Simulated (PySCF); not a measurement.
CH8Cl2GeSi2

| atom | x (Å) | y (Å) | z (Å) |
| --- | --- | --- | --- |
| C | -0.4003 | 1.8458 | -0.4857 |
| Si | -0.1682 | 0.2269 | 0.5008 |
| Cl | -0.4311 | 0.6881 | 2.4790 |
| Ge | 2.0904 | -0.4469 | 0.2981 |
| Si | -1.7239 | -1.4088 | -0.0972 |
| Cl | -1.3579 | -1.9017 | -2.0250 |
| H | -1.3997 | 2.2549 | -0.3627 |
| H | 0.3084 | 2.6049 | -0.1615 |
| H | -0.2410 | 1.6760 | -1.5473 |
| H | 2.4435 | -1.6552 | 1.1112 |
| H | 3.1133 | 0.5659 | 0.7197 |
| H | 2.5050 | -0.8186 | -1.0929 |
| H | -1.6153 | -2.6481 | 0.6764 |
| H | -3.1237 | -0.9835 | -0.0351 |

Geometry: GFN2-xTB.

Level of theory: wB97X-D/def2-SVPD, SCF density, gas phase (PySCF).

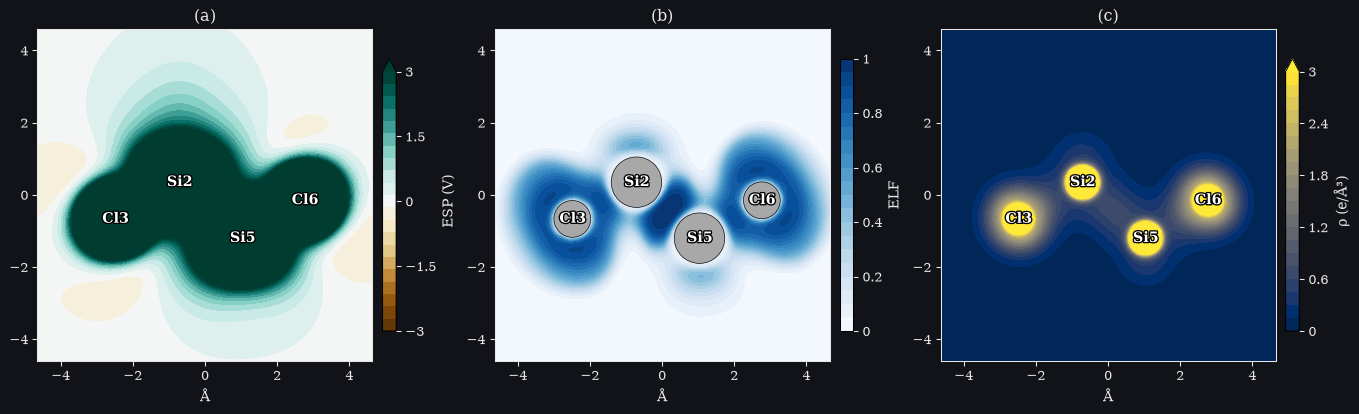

Figure 1. (a) molecular electrostatic potential; (b) ELF; (c) total electron density on the plane of atoms Cl3, Si2 and Si5. Grey discs cover the atomic cores in the ELF map.

Question: Read the bonding off the picture.

Answer:
- Atoms in the plane: Si and Cl.
- Si–Cl (2.02 Å): the density is about 0.91 e/Å³ at the midpoint; the ELF peaks at about 0.90 between the atoms: a shared but strongly polarised pair.
- Si–Si (2.34 Å): the density is about 0.68 e/Å³ at the midpoint; the ELF peaks at about 1 between the atoms; a covalent bond.
- The ELF also peaks beside Cl3 and Cl6, away from the bonds: lone-pair regions.
- Outside the dense part of the molecule the potential is most negative (−0.4 V) near Cl3.

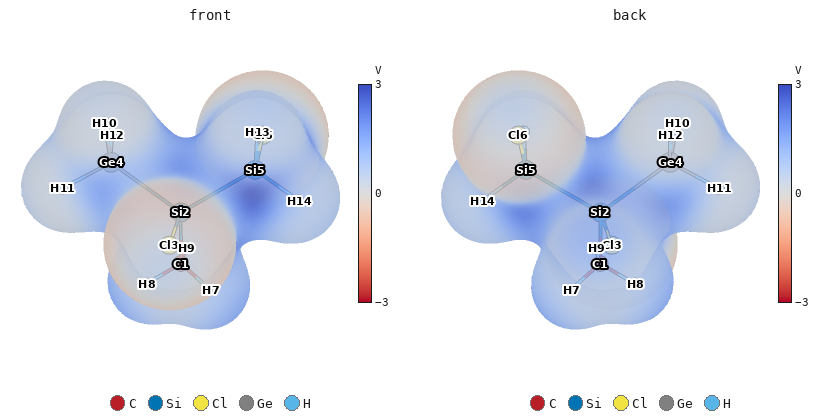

Figure 2. The electrostatic potential painted on the density surface at 0.004 e/bohr³, seen from the front and from behind; red is negative and blue positive.

Question: Where is the surface potential most negative and most positive?

Answer: The most negative region (about −0.4 V) lies over Cl3 and Cl6, the most positive (about +2.3 V) over Si5. Cl3 shows a σ-hole: about +0.4 V at the tip opposite its bond, against about −0.2 V on its flanks. Cl6 shows a σ-hole: about +0.4 V at the tip opposite its bond, against about −0.2 V on its flanks.

Question: How polar is the molecule by this calculation?

Answer: Its dipole moment is 1.04 D.
